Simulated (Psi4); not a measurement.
Excited-state calculation of AsH3 (part 2 of 2)

The same run, continued: AsH3, SMILES [AsH3]; EOM-CC2/jun-cc-pV(D+d)Z, RHF (Psi4 1.11). The atoms were displaced at random from an optimised geometry.

Geometry of the input (Å):
```
As -0.2481  0.5931  -0.0829
H  0.4457  0.6516  1.1164
H  -0.9528  -0.5380  0.0125
H  0.9662  -0.3801  -0.9026
```

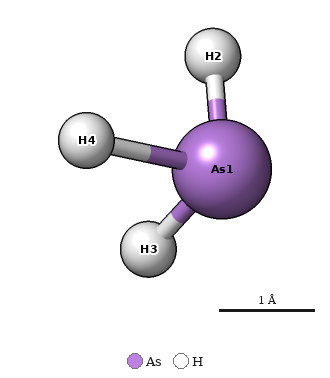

**Figure 1.** The input geometry (ball-and-stick view, seen at a tilt; atoms are numbered from 1 in the order of the input).

### Log, continued
```
    Largest TIjAb Amplitudes:
      7   7   4   4        -0.0406377603
      8   8  11  11        -0.0314797054
      8   8   4   4        -0.0308904862
      8   8   5   5        -0.0305345563
      6   6   5   5        -0.0250257225
      7   7   0   4         0.0222903364
      7   7   4   0         0.0222903364
      8   8  12  12        -0.0210740829
      6   6   6   6        -0.0189195941
      6   6   7   7        -0.0184610681

    SCF energy       (wfn)                    = -2235.858329955033696
    Reference energy (file100)                = -2235.858329955041427

    Opposite-spin MP2 correlation energy      =   -0.115873401958935
    Same-spin MP2 correlation energy          =   -0.028037576573728
    Singles MP2 correlation energy            =   -0.000000000000000
    MP2 correlation energy                    =   -0.143910978532663
      * MP2 total energy                      = -2236.002240933574285
    CC2 correlation energy                    =   -0.145499572286094
      * CC2 total energy                      = -2236.003829527327525

			**************************
			*                        *
			*         CCHBAR         *
			*                        *
			**************************

	**********************************************************
	*  CCEOM: An Equation of Motion Coupled Cluster Program  *
	**********************************************************

	Nuclear Rep. energy (wfn)     =   36.313664478614420
	SCF energy          (wfn)     = -2235.858329955033696
	Reference energy    (file100) = -2235.858329955041427
	CC2 energy          (file100) =   -0.145499572286094

	Input parameters:
	-----------------
	Reference wfn   =     RHF
	Reference EOM wfn=     RHF
	Memory (Mbytes) =  1600.0
	ABCD            =     NEW
	Cache Level     =    2
	Cache Type      =     LRU
	Num. of threads =     1
	Local CC        =     No

	CCEOM parameters:
	-----------------
	States sought per irrep     = A 4,
	Max. number of iterations   =    80
	Vectors stored per root     =    12
	Print HbarSS iterations?    =     0
	Excitation range for HBarSS =     2
	Eigenvalue tolerance        = 1.0e-06
	Eigenvalue toleranceSS      = 1.0e-06
	Residual vector tolerance   = 1.0e-06
	Residual vector toleranceSS = 1.0e-06
	Complex tolerance           = 1.0e-12
	Root for properties         =     4
	Sym of state for properties =      A
	Guess vectors taken from    = SINGLES
	Restart EOM CC3             = NO
	Collapse with last vector   = YES

Fae   dot Fae   total   40.2149910335
Fmi   dot Fmi   total   24.2247821289
Fme   dot Fme   total    0.0000108862
WMBIJ dot WMBIJ total    0.0000000000
Wmbij dot Wmbij total    0.0000000000
WMbIj dot WMbIj total    0.0000000000
WmBiJ dot WmBiJ total    0.0000000000
Symmetry of ground state: A
Symmetry of excited state: A
Symmetry of right eigenvector: A
Seeking states with multiplicity of 1
Obtaining initial guess from singles-singles block of Hbar...Done.

Iter=1    L=4     Root    EOM Energy     Delta E   Res. Norm    Conv?
                     1   0.2776685257   2.78e-01    2.93e-01      N
                     2   0.3162905036   3.16e-01    2.75e-01      N
                     3   0.3282396368   3.28e-01    2.47e-01      N
                     4   0.3430816131   3.43e-01    2.49e-01      N
Iter=2    L=8     Root    EOM Energy     Delta E   Res. Norm    Conv?
                     1   0.2272881434  -5.04e-02    2.03e-02      N
                     2   0.2702209711  -4.61e-02    1.64e-02      N
                     3   0.2866434230  -4.16e-02    1.11e-02      N
                     4   0.2995233547  -4.36e-02    9.81e-03      N
Iter=3    L=12    Root    EOM Energy     Delta E   Res. Norm    Conv?
                     1   0.2266615194  -6.27e-04    1.30e-02      N
                     2   0.2696782923  -5.43e-04    1.41e-02      N
                     3   0.2864967573  -1.47e-04    5.55e-03      N
                     4   0.2993291184  -1.94e-04    7.31e-03      N
Iter=4    L=16    Root    EOM Energy     Delta E   Res. Norm    Conv?
                     1   0.2265228695  -1.39e-04    4.32e-03      N
                     2   0.2694029932  -2.75e-04    7.55e-03      N
                     3   0.2864731204  -2.36e-05    1.92e-03      N
                     4   0.2992704570  -5.87e-05    4.03e-03      N
Iter=5    L=20    Root    EOM Energy     Delta E   Res. Norm    Conv?
                     1   0.2264959972  -2.69e-05    1.63e-03      N
                     2   0.2692959300  -1.07e-04    3.61e-03      N
                     3   0.2864655037  -7.62e-06    1.06e-03      N
                     4   0.2992328018  -3.77e-05    2.72e-03      N
Iter=6    L=24    Root    EOM Energy     Delta E   Res. Norm    Conv?
                     1   0.2264931546  -2.84e-06    7.34e-04      N
                     2   0.2692809337  -1.50e-05    1.69e-03      N
                     3   0.2864642686  -1.24e-06    4.48e-04      N
                     4   0.2992219326  -1.09e-05    2.00e-03      N
Iter=7    L=28    Root    EOM Energy     Delta E   Res. Norm    Conv?
                     1   0.2264923180  -8.37e-07    2.23e-04      N
                     2   0.2692774329  -3.50e-06    6.25e-04      N
                     3   0.2864638341  -4.34e-07    1.95e-04      N
                     4   0.2992142927  -7.64e-06    1.38e-03      N
Iter=8    L=32    Root    EOM Energy     Delta E   Res. Norm    Conv?
                     1   0.2264921630  -1.55e-07    7.43e-05      N
                     2   0.2692766399  -7.93e-07    2.42e-04      N
                     3   0.2864638096  -2.45e-08    1.47e-04      N
                     4   0.2992127041  -1.59e-06    5.89e-04      N
Iter=9    L=36    Root    EOM Energy     Delta E   Res. Norm    Conv?
                     1   0.2264921580  -5.02e-09    2.08e-05      N
                     2   0.2692765190  -1.21e-07    1.21e-04      N
                     3   0.2864638912   8.16e-08    6.49e-05      N
                     4   0.2992127578   5.37e-08    1.78e-04      N
Iter=10   L=40    Root    EOM Energy     Delta E   Res. Norm    Conv?
                     1   0.2264921764   1.83e-08    4.90e-06      N
                     2   0.2692765122  -6.78e-09    6.43e-05      N
                     3   0.2864639137   2.25e-08    3.34e-05      N
                     4   0.2992127214  -3.64e-08    9.41e-05      N
Iter=11   L=44    Root    EOM Energy     Delta E   Res. Norm    Conv?
                     1   0.2264921772   8.66e-10    1.46e-06      N
                     2   0.2692764949  -1.73e-08    2.04e-05      N
                     3   0.2864639149   1.15e-09    1.22e-05      N
                     4   0.2992127369   1.55e-08    3.66e-05      N
Iter=12   L=48    Root    EOM Energy     Delta E   Res. Norm    Conv?
                     1   0.2264921775   2.60e-10    5.11e-07      Y
                     2   0.2692764840  -1.09e-08    7.57e-06      N
                     3   0.2864639155   6.13e-10    5.83e-06      N
                     4   0.2992127327  -4.26e-09    2.14e-05      N
Iter=13   L=8     Root    EOM Energy     Delta E   Res. Norm    Conv?
                     1   0.2264921775   2.71e-14    5.11e-07      Y
                     2   0.2692764840   9.44e-16    7.57e-06      N
                     3   0.2864639155  -3.44e-15    5.83e-06      N
                     4   0.2992127327   1.44e-15    2.14e-05      N
Iter=14   L=11    Root    EOM Energy     Delta E   Res. Norm    Conv?
                     1   0.2264921776   1.15e-10    4.20e-07      Y
                     2   0.2692764833  -6.96e-10    2.87e-06      N
                     3   0.2864639175   1.99e-09    2.30e-06      N
                     4   0.2992127277  -4.99e-09    8.98e-06      N
Iter=15   L=14    Root    EOM Energy     Delta E   Res. Norm    Conv?
                     1   0.2264921776   4.85e-11    3.94e-07      Y
                     2   0.2692764832  -9.10e-11    8.79e-07      Y
                     3   0.2864639178   3.24e-10    7.11e-07      Y
                     4   0.2992127254  -2.24e-09    3.20e-06      N
Iter=16   L=15    Root    EOM Energy     Delta E   Res. Norm    Conv?
                     1   0.2264921777   1.46e-11    3.92e-07      Y
                     2   0.2692764833   1.51e-10    5.98e-07      Y
                     3   0.2864639178  -1.11e-11    4.16e-07      Y
                     4   0.2992127259   4.73e-10    1.01e-06      N
Iter=17   L=16    Root    EOM Energy     Delta E   Res. Norm    Conv?
                     1   0.2264921777  -3.55e-12    3.92e-07      Y
                     2   0.2692764833  -1.90e-11    5.83e-07      Y
                     3   0.2864639178  -2.82e-11    3.87e-07      Y
                     4   0.2992127260   6.38e-11    3.58e-07      Y
Collapsing to only 4 vector(s).

Procedure converged for 4 root(s).
Energy written to CC_INFO:Etot -2235.7046168014
States per irrep written to CC_INFO.
EOM CC2 R0 for root 0 =   0.01536459495
EOM CC2 R0 for root 1 =   0.00103096567
EOM CC2 R0 for root 2 =  -0.00316153943
EOM CC2 R0 for root 3 =   0.00061820287

Final Energetic Summary for Converged Roots of Irrep A
                     Excitation Energy              Total Energy
                (eV)     (cm^-1)     (au)             (au)
EOM State 1      6.163    49709.3   0.2264921777  -2235.777337349673

Largest components of excited wave function #1:
 RIA (libdpd indices) : (cscf notation)
         8 >   0      :       18a >    19a :    0.5674232960
         8 >   4      :       18a >    23a :   -0.3212159418
         7 >   0      :       17a >    19a :   -0.1199758947
         7 >   4      :       17a >    23a :    0.1147716398
         8 >   2      :       18a >    21a :    0.1035708412
 RIjAb (libdpd indices)     : (cscf notation)
        8   8 >   0  11     :    18a    18a >    19a    30a :   -0.0276211500
        8   8 >  11   0     :    18a    18a >    30a    19a :   -0.0276211500
        7   8 >   4   0     :    17a    18a >    23a    19a :   -0.0271676625
        8   7 >   0   4     :    18a    17a >    19a    23a :   -0.0271676625
        8   8 >   0   3     :    18a    18a >    19a    22a :   -0.0233333349
EOM State 2      7.327    59099.4   0.2692764833  -2235.734553044013

Largest components of excited wave function #2:
 RIA (libdpd indices) : (cscf notation)
         8 >   4      :       18a >    23a :    0.4604712029
         8 >   2      :       18a >    21a :    0.4051297977
         8 >   3      :       18a >    22a :    0.2044882220
         8 >   0      :       18a >    19a :    0.1723643433
         8 >   6      :       18a >    25a :    0.1162474220
 RIjAb (libdpd indices)     : (cscf notation)
        8   8 >   3   3     :    18a    18a >    22a    22a :   -0.0238820687
        7   8 >   4   2     :    17a    18a >    23a    21a :   -0.0208531310
        8   7 >   2   4     :    18a    17a >    21a    23a :   -0.0208531310
        7   7 >   4   4     :    17a    17a >    23a    23a :    0.0205337824
        8   8 >   2   3     :    18a    18a >    21a    22a :   -0.0201585000
EOM State 3      7.795    62871.6   0.2864639178  -2235.717365609576

Largest components of excited wave function #3:
 RIA (libdpd indices) : (cscf notation)
         8 >   1      :       18a >    20a :   -0.6670357646
         8 >   5      :       18a >    24a :    0.1667650940
         8 >   7      :       18a >    26a :   -0.0567976285
         7 >   0      :       17a >    19a :    0.0304428718
         6 >   4      :       16a >    23a :    0.0290093546
 RIjAb (libdpd indices)     : (cscf notation)
        8   8 >   1   3     :    18a    18a >    20a    22a :    0.0402984956
        8   8 >   3   1     :    18a    18a >    22a    20a :    0.0402984956
        7   8 >   4   1     :    17a    18a >    23a    20a :    0.0288444303
        8   7 >   1   4     :    18a    17a >    20a    23a :    0.0288444303
        8   8 >   1  11     :    18a    18a >    20a    30a :    0.0263636472
EOM State 4      8.142    65669.6   0.2992127260  -2235.704616801356

Largest components of excited wave function #4:
 RIA (libdpd indices) : (cscf notation)
         8 >   2      :       18a >    21a :   -0.4899224215
         8 >   4      :       18a >    23a :    0.3506101177
         8 >   0      :       18a >    19a :    0.3168853779
         8 >   3      :       18a >    22a :   -0.0997517723
         7 >   4      :       17a >    23a :   -0.0438050772
 RIjAb (libdpd indices)     : (cscf notation)
        8   8 >   0   3     :    18a    18a >    19a    22a :   -0.0296564312
        8   8 >   3   0     :    18a    18a >    22a    19a :   -0.0296564312
        8   8 >   2   3     :    18a    18a >    21a    22a :    0.0268513786
        8   8 >   3   2     :    18a    18a >    22a    21a :    0.0268513786
        7   8 >   4   2     :    17a    18a >    23a    21a :    0.0265644025

	Putting into environment energy for root of R irrep 1 and root 4.
	Putting into environment CURRENT ENERGY:             -2235.7046168014

	Total # of sigma evaluations: 56

    Psi4 run time: 0:00:10.77
```

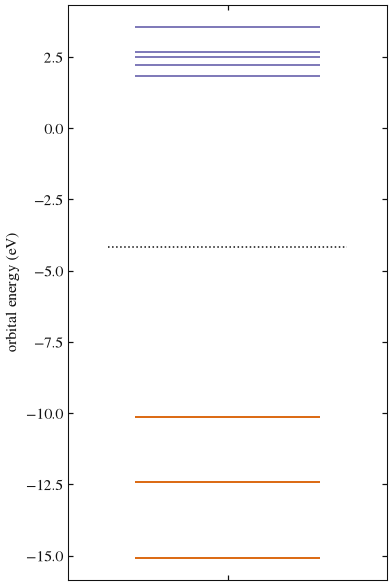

**Figure 2.** Orbital energies near the frontier (SCF reference); the dotted line parts filled from empty levels, and levels within 0.02 eV of each other stand side by side. Highest filled −10.15 eV, lowest empty 1.82 eV, 11.97 eV apart.

### Key numbers

- outcome: converged
- total energy: −2236.003830 hartree
- SCF energy: −2235.858330 hartree
- MP2 energy: −2236.002241 hartree
- basis functions: 46
- T1 diagnostic: 0.008
- HOMO of the SCF reference: −10.15 eV
- LUMO of the SCF reference: 1.82 eV
- wall time: 12 s
- peak memory: 0.38 GiB
